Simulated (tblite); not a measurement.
# C3H8BN3O: the cost of one run

The runs use tblite 0.8.0 and PySCF 2.14.0, with density-fitted response routines of our own; the level of theory stands in each step. All values are computed, except where a source is named. Atoms are numbered from 0 throughout.

## Step 1: Starting geometry

16 atoms, charge 0, multiplicity 1; geometry from: force field or distance geometry start.

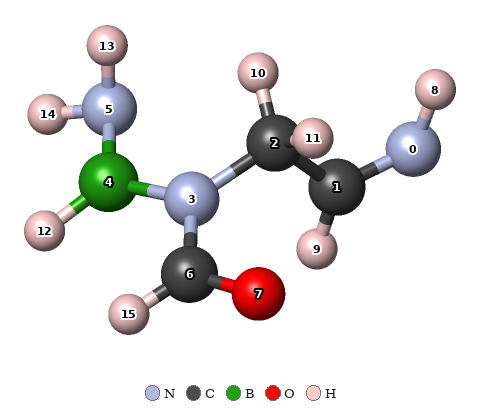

The starting geometry (nitrogen light blue, carbon dark grey, boron green, oxygen red, hydrogen pink), atoms numbered.

## Step 2: Relaxing the molecule with GFN2-xTB

The job: settings as JSON, then the geometry in Å.

```
{"job": {"kind": "relax", "xc": "GFN2-xTB", "basis": "xTB"}, "charge": 0, "multiplicity": 1}
N     -2.335000    -1.428200     1.186100
C     -1.601900    -0.764600     0.364300
C     -0.463800     0.087000     0.884600
N      0.225800     0.741900    -0.246500
B      1.382200     0.019700    -0.944400
N      1.838000    -1.362900    -0.512200
C     -0.230600     1.990700    -0.774500
O     -1.229300     2.574700    -0.276600
H     -2.190900    -1.385800     2.207400
H     -1.790700    -0.843500    -0.688100
H      0.226600    -0.533700     1.474200
H     -0.884900     0.856600     1.573800
H      1.873500     0.519300    -1.894800
H      2.321000    -1.246500     0.411400
H      2.574200    -1.665700    -1.181700
H      0.278300     2.449700    -1.594300
```

Started as:

```
> OMP_NUM_THREADS=1 python probes_run.py task.json out
```

One launch serves the whole session: the jobs run in the order shown.

**Question.** How long does this first job take on 1 thread of Arm Neoverse N1, shared host, and how much memory does it need?

About 1.3 s, with a peak of 0.18 GiB.
